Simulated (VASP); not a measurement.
Band structure of Ba (space group Im-3m). All values below come from PBE GGA, VASP's PBE PAW potentials (set 64) (plane waves; VASP 6.6.1).

Unless said otherwise, spin-orbit coupling is left out, though it shifts the bands of the heavy elements here.

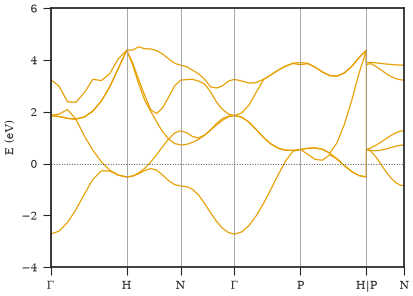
Figure: Bands along high-symmetry lines, zero at the valence-band maximum or, without a gap, the Fermi level

Q: Read the plot: is there a gap, and where are the band edges?

A: It has no gap at this level: it comes out as a metal or semimetal.

The structure is a typed Ba crystal. The cell was not relaxed at this level.
